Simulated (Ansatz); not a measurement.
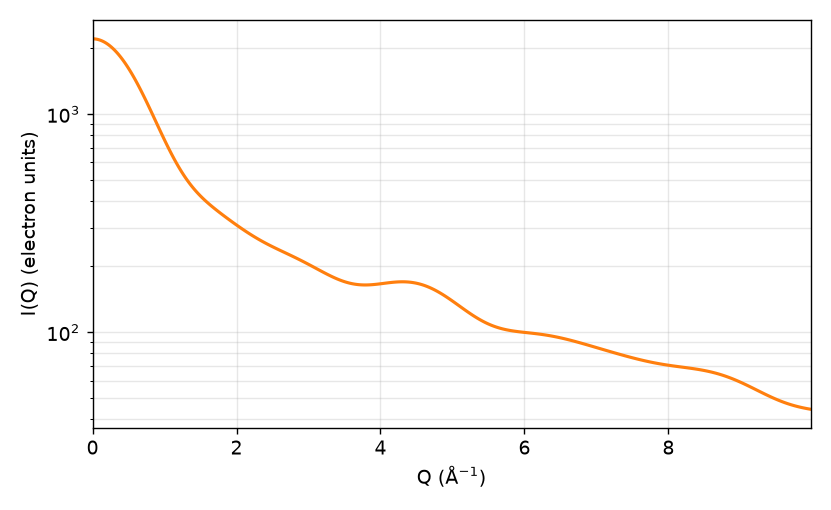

Elastic X-ray scattering of a randomly oriented, rigid molecule, calculated with the Debye equation from neutral-atom form factors (independent atoms, no Compton part, no vibration). The geometry is the end point of an optimisation (RKS B3LYP/def2-SVP (Ansatz)); it may be a saddle point or a higher isomer. It contains N, Si, C, Cl, H.

> How many electrons does the independent-atom model of the molecule hold?

I(0) is the square of the electron number: I(0) = 2210, so about 47 electrons, the count of CH3ClNSi counted as neutral atoms.

> What radius of gyration does the initial fall-off give?

From I(Q) ≈ I(0) exp(−Q²R²/3) at small Q, R ≈ 1.97 Å. It is larger than the electron-weighted radius of the nuclear positions alone (1.82 Å), because each atom's electron cloud adds to it.
